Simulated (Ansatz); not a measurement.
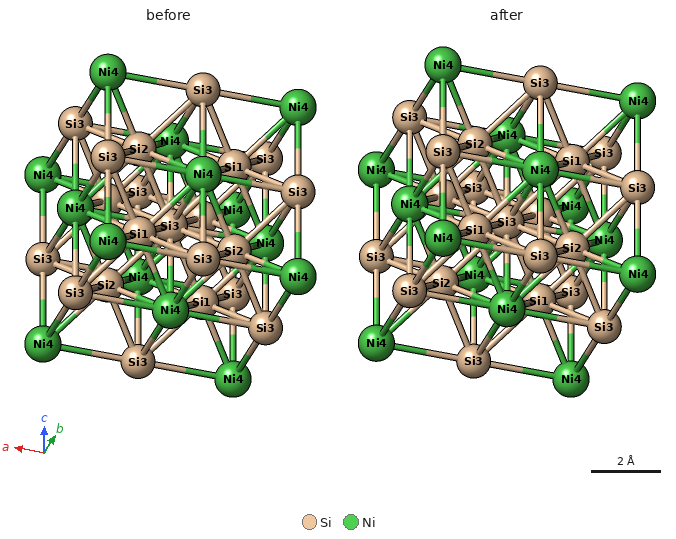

The structure of solid Si$_{3}$Ni (built on the BiF3 (D0_3) type) (coarse preliminary run) before (left) and after (right) a relaxation, at one scale.

The picture is a ball-and-stick view of the conventional cell (4 times the calculation's cell), seen from a free direction. Lengths and directions refer to the drawn axes.

The calculation used DFT PBE, scalar-relativistic, plane waves, PAW in Ansatz 0.2.0. Settings: plane-wave cutoff 420 eV; k-point mesh 6 × 6 × 6; occupations gaussian; smearing width 0.1 eV; no spin polarisation; cell and atoms relaxed; force threshold 0.05 eV/Å; at most 80 steps.

Question: Summarise the run.

Answer: The atoms keep their places relative to the cell (all moves are under 0.005 Å). The drawn cell changes as follows: a = b = c 5.846 → 5.985 Å (+2.4 %); the volume changes by +7.3 %. Among the contacts that change: Si3–Ni4 2.923 → 2.993 Å, Si1–Ni4 2.531 → 2.592 Å, Si1–Si3 2.531 → 2.592 Å. The space group stays Fm-3m (No. 225). After 2 accepted moves (3 points after the start) the energy has fallen by 27.7 meV per atom. All forces vanish by symmetry, so only the cell relaxes. The pressure goes from 9.89 to 0.35 GPa. At 1 point the geometry stayed and the basis and grid were re-selected for the new cell (energy shift of 0.2 meV per atom at most each time). The run took 5.2 s on 1 thread of Arm Neoverse V1 (shared host), peak memory 0.31 GiB.
